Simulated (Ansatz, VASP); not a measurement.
# CaO (Lime) in two plane-wave programs

One calculation is typed for both programs; each brings its own data sets. How far apart do they land? Valence electrons are named where the data sets of a main pair hold unlike numbers.

Main program and level: Ansatz 0.2.0; plane waves, with VASP 6.6.1 beside it; band structure at r2SCANh with an exact-exchange share of 0.1.

## (1) Starting point

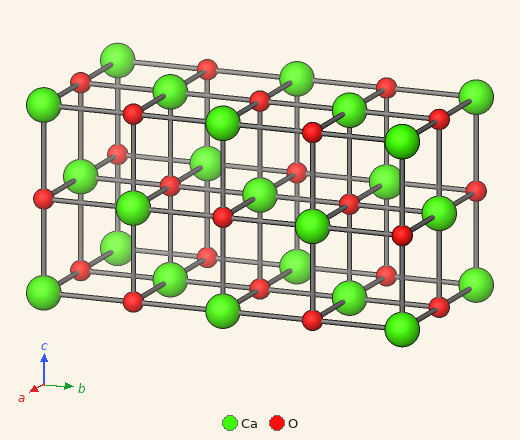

The cell as given, slightly off an axis (calcium green, oxygen red). 1×2×1 cells are drawn. This picture shows the conventional cell, with its axes. Some periodic images of atoms are drawn too.

Structure file:

```xyz
2
Lattice="0.0000 2.4065 2.4065 2.4065 0.0000 2.4065 2.4065 2.4065 0.0000" Properties=species:S:1:pos:R:3 pbc="T T T"
Ca    0.0000    0.0000    0.0000
O     2.4065    2.4065    2.4065
```

## (2) VASP: band structure, r2SCANh with an exact-exchange share of 0.1

Levels along a path test the potential and the projectors away from the mesh points.

Lines of VASP's logs that name or quote its potential files are left out, and so is its time.

The run reads the wave functions of an earlier VASP run, which isn't shown here.

The input, INCAR:

```
SYSTEM = CaO
PREC = Accurate
ENCUT = 520
EDIFF = 1E-06
NELM = 100
ISMEAR = 0
SIGMA = 0.02
LREAL = .FALSE.
ALGO = Normal
LHFCALC = .TRUE.
AEXX = 0.1
METAGGA = R2SCAN
LASPH = .TRUE.
NBANDS = 14
PRECFOCK = Fast
HFRCUT = -1
LORBIT = 11
LWAVE = .FALSE.
LCHARG = .FALSE.
KPAR = 4
```

The input, POSCAR:

```
CaO
1.0
    0.0000000000      2.4065000000      2.4065000000
    2.4065000000      0.0000000000      2.4065000000
    2.4065000000      2.4065000000      0.0000000000
Ca O
1 1
Direct
    0.0000000000      0.0000000000      0.0000000000
    0.5000000000      0.5000000000      0.5000000000
```

The input, KPOINTS:

```
Automatic mesh
0
Gamma
5 5 5
0 0 0
```

The input, KPOINTS_OPT:

```
Line mode
6
Line-mode
Reciprocal
  0.00000000   0.00000000   0.00000000 GAMMA
  0.50000000   0.00000000   0.50000000 X

  0.50000000   0.00000000   0.50000000 X
  0.50000000   0.25000000   0.75000000 W

  0.50000000   0.25000000   0.75000000 W
  0.37500000   0.37500000   0.75000000 K

  0.37500000   0.37500000   0.75000000 K
  0.00000000   0.00000000   0.00000000 GAMMA

  0.00000000   0.00000000   0.00000000 GAMMA
  0.50000000   0.50000000   0.50000000 L

  0.50000000   0.50000000   0.50000000 L
  0.62500000   0.25000000   0.62500000 U

  0.62500000   0.25000000   0.62500000 U
  0.50000000   0.25000000   0.75000000 W

  0.50000000   0.25000000   0.75000000 W
  0.50000000   0.50000000   0.50000000 L

  0.50000000   0.50000000   0.50000000 L
  0.37500000   0.37500000   0.75000000 K

  0.62500000   0.25000000   0.62500000 U
  0.50000000   0.00000000   0.50000000 X
```

PAW data sets: Ca_sv and O (PBE family, release 64).

Started as:

```
$ mpirun -np 4 vasp_std
```

Numbers of over 12 decimals in the logs are rounded to 6 here.

Output:

```text
[banner, memory and clock lines left out]
running    4 mpi-ranks, on    1 nodes
 distrk:  each k-point on    1 cores,    4 groups
 distr:  one band on    1 cores,    1 groups

 POSCAR found type information on POSCAR CaO
 POSCAR found :  2 types and       2 ions
|                                                                             |
|               ----> ADVICE to this user running VASP <----                  |
|                                                                             |
|     You enforced a specific xc type in the INCAR file but a different       |
|     [... a line on the potential file left out ...]
|     I HOPE YOU KNOW WHAT YOU ARE DOING!                                     |
|                                                                             |

 LDA part: xc-table for (None), standard interpolation
 found WAVECAR, reading the header
 POSCAR, INCAR and KPOINTS ok, starting setup
 FFT: planning ... GRIDC
 FFT: planning ... GRID_SOFT
 FFT: planning ... GRID
 HFRCUT set to (new)   9.404513
 reading WAVECAR
 the WAVECAR file was read successfully
 initial charge from wavefunction
 entering main loop
       N       E                     dE             d eps       ncg     rms          rms(c)
DAV:   1    -0.198641872783E+02   -0.19864E+02   -0.31224E-01   280   0.746E+00    0.705E-01
DAV:   2    -0.198506846716E+02    0.13503E-01   -0.47278E-02   340   0.272E+00    0.297E-01
DAV:   3    -0.198510214146E+02   -0.33674E-03   -0.41618E-03   310   0.716E-01    0.232E-01
DAV:   4    -0.198506741608E+02    0.34725E-03   -0.75792E-04   304   0.265E-01    0.108E-01
DAV:   5    -0.198506131385E+02    0.61022E-04   -0.11303E-04   294   0.119E-01    0.575E-02
DAV:   6    -0.198505932525E+02    0.19886E-04   -0.18553E-05   316   0.617E-02    0.352E-02
DAV:   7    -0.198505898321E+02    0.34204E-05   -0.79221E-06   286   0.350E-02    0.211E-02
DAV:   8    -0.198505893209E+02    0.51117E-06   -0.23598E-06   304   0.187E-02
   1 F= -.19850589E+02 E0= -.19850589E+02  d E =-.104199E-14
 Start KPOINTS_OPT (optional k-point list driver)
k-point batch [1-10\60]
       N       E                     dE             ncg
DAV:   1    -0.678323096387E+03   -0.52971E+04      280
DAV:   2    -0.204443706152E+04   -0.13661E+04      340
DAV:   3    -0.210940640714E+04   -0.64969E+02      310
DAV:   4    -0.211176156176E+04   -0.23552E+01      434
DAV:   5    -0.211179454618E+04   -0.32984E-01      340
DAV:   6    -0.211179525576E+04   -0.70958E-03      456
DAV:   7    -0.211179527083E+04   -0.15078E-04      300
DAV:   8    -0.211179527097E+04   -0.13442E-06      206
[...]
k-point batch [51-60\60]
       N       E                     dE             ncg
DAV:   1    -0.708082350979E+03   -0.74520E+04      280
DAV:   2    -0.207111535506E+04   -0.13630E+04      310
DAV:   3    -0.213572035220E+04   -0.64605E+02      322
DAV:   4    -0.213798759295E+04   -0.22672E+01      480
DAV:   5    -0.213802404872E+04   -0.36456E-01      408
DAV:   6    -0.213802479882E+04   -0.75010E-03      472
DAV:   7    -0.213802481748E+04   -0.18653E-04      408
DAV:   8    -0.213802481763E+04   -0.15677E-06      230
```

OUTCAR, selected parts (step 2):

```text
ion  position               nearest neighbor table
   1  0.000  0.000  0.000-   2 2.41   2 2.41   2 2.41   2 2.41   2 2.41   2 2.41
   2  0.500  0.500  0.500-   1 2.41   1 2.41   1 2.41   1 2.41   1 2.41   1 2.41

  LATTYP: Found a face centered cubic cell.
 ALAT       =     4.8130000000

 Subroutine GETGRP returns: Found 48 space group operations
 (whereof 48 operations were pure point group operations)

The static configuration has the point symmetry O_h .

 Found     10 irreducible k-points:

   k-points           NKPTS =     10   k-points in BZ     NKDIM =    125   number of bands    NBANDS=     14

   dimension x,y,z NGX =    28 NGY =   28 NGZ =   28
   dimension x,y,z NGXF=    56 NGYF=   56 NGZF=   56

   ENCUT  =  520.0 eV  38.22 Ry    6.18 a.u.   6.33  6.33  6.33*2*pi/ulx,y,z

   NELECT =      16.0000    total number of electrons

 k-points in reciprocal lattice and weights: Automatic mesh
   0.00000000  0.00000000  0.00000000       0.008
   0.20000000  0.00000000  0.00000000       0.064
   0.40000000  0.00000000  0.00000000       0.064
   0.20000000  0.20000000  0.00000000       0.048
   0.40000000  0.20000000  0.00000000       0.192
  -0.40000000  0.20000000  0.00000000       0.192
  -0.20000000  0.20000000  0.00000000       0.096
   0.40000000  0.40000000  0.00000000       0.048
  -0.40000000  0.40000000  0.00000000       0.096
  -0.40000000  0.40000000  0.20000000       0.192

  exchange ACFDT corr.  =         0.00000000  see jH, gK, PRB 81, 115126

 average (electrostatic) potential at core
       1 -45.2833       2 -70.6810

 E-fermi :   1.5623

 k-point     1 :       0.0000    0.0000    0.0000
  band No.  band energies     occupation
    ...
      4     -17.8744      2.00000
      5     -15.4857      2.00000
      6       1.4598      2.00000
      7       1.4598      2.00000
      8       1.4598      2.00000
      9       7.6362      0.00000
     10       9.3080      0.00000
     11       9.3080      0.00000
     12       9.3080      0.00000
     13      10.9399      0.00000
    ...

 k-point     2 :       0.2000    0.0000    0.0000
  band No.  band energies     occupation
    ...
      4     -17.8919      2.00000
      5     -14.9215      2.00000
      6       0.3300      2.00000
      7       0.9851      2.00000
      8       0.9851      2.00000
      9       9.0970      0.00000
     10       9.3441      0.00000
     11       9.9922      0.00000
     12       9.9923      0.00000
     13      11.8440      0.00000
    ...

 k-point     3 :       0.4000    0.0000    0.0000
  band No.  band energies     occupation
    ...
      4     -17.9195      2.00000
      5     -14.2496      2.00000
      6      -1.0284      2.00000
      7       0.3372      2.00000
      8       0.3372      2.00000
      9       9.8837      0.00000
     10      11.2333      0.00000
     11      11.3304      0.00000
     12      11.3304      0.00000
     13      13.4545      0.00000
    ...

  energy-cutoff  :      520.00
  volume of cell :       27.87
      direct lattice vectors                 reciprocal lattice vectors
     0.000000000  2.406500000  2.406500000    -0.207770621  0.207770621  0.207770621
     2.406500000  0.000000000  2.406500000     0.207770621 -0.207770621  0.207770621
     2.406500000  2.406500000  0.000000000     0.207770621  0.207770621 -0.207770621

 POSITION                                       TOTAL-FORCE (eV/Angst)
 -----------------------------------------------------------------------------------
      0.00000      0.00000      0.00000         0.000000      0.000000     -0.000000
      2.40650      2.40650      2.40650         0.000000      0.000000      0.000000
 -----------------------------------------------------------------------------------
    total drift:                                0.000000     -0.000000     -0.000000

  FREE ENERGIE OF THE ION-ELECTRON SYSTEM (eV)
  ---------------------------------------------------
  free  energy   TOTEN  =       -19.8505893209 eV

  energy  without entropy=      -19.8505893209  energy(sigma->0) =      -19.85058932

 total charge
# of ion       s       p       d       tot
------------------------------------------
    1        2.035   5.883   0.264   8.183
    2        1.554   3.489   0.000   5.042
--------------------------------------------------
tot          3.589   9.372   0.264  13.225

[... 3 further parts left out ...]
```

The k-mesh is coarse for unscreened exact exchange, which converges slowly with it. The PAW data sets were made with PBE, which is usual practice but a small mismatch for other functionals.

(Continued in part 2 of 2.)

[Lines on the potential files, build, host, timing and source positions are cut from VASP's logs without a mark.]

[Logs are printed without paths, hosts, clocks, repeated set-up lines and the standing remarks that a program may print on its own settings, such as how far it seeks lower states.]

[Hosts, paths, dates, database ids (printed as entryN), source tags and the programs' standing remarks are cut or masked in the printed files.]
